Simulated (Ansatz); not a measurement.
```xyz
9

C     0.1965   -1.4966    0.3527
C     0.3944   -0.2012    0.6257
F    -1.0435    0.4454   -1.7073
F     0.8970    2.0372   -1.0816
F    -1.2772    2.0920    0.2744
Si   -0.2582    1.1060   -0.4741
H     0.5819   -2.2893    1.0026
H    -0.3599   -1.8193   -0.5334
H     0.9574    0.0793    1.5238
```

Geometry: PBE0-D4/def2-SVP.

Level of theory: isolated molecule in a Gaussian basis; Kohn-Sham density functional theory, functional PBE0 (Ansatz 0.2.0).

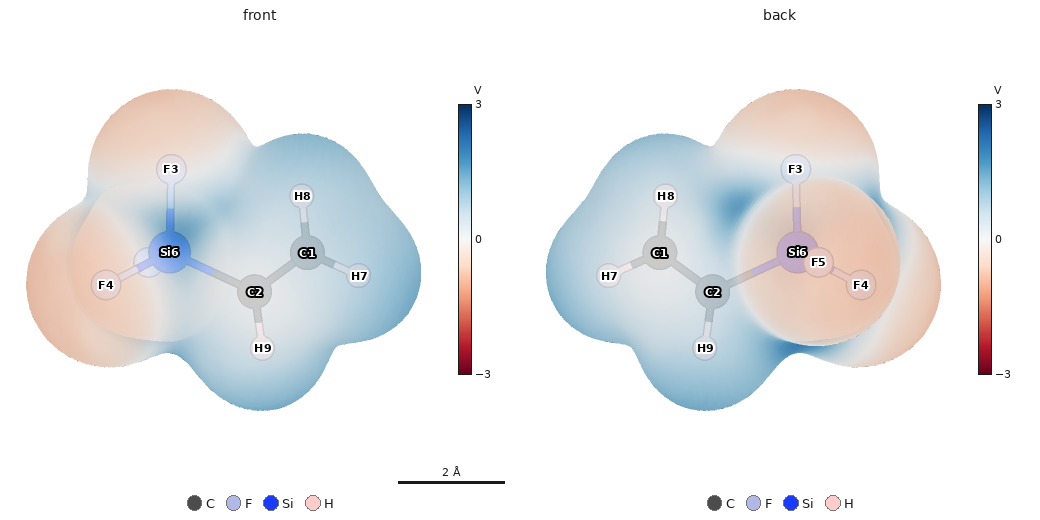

C2H3F3Si (SMILES C=C[Si](F)(F)F). The molecular electrostatic potential painted on the density surface at 0.002 e/bohr³, seen from the front and from behind; the colour scale runs from red (negative) to blue (positive).

> Which sites attract a positive test charge, and which a negative one?

A positive charge is drawn to the negative regions and a negative charge to the positive ones. The most negative region (about −0.8 V) lies over F4 and F5, the most positive (about +2.1 V) over Si6.
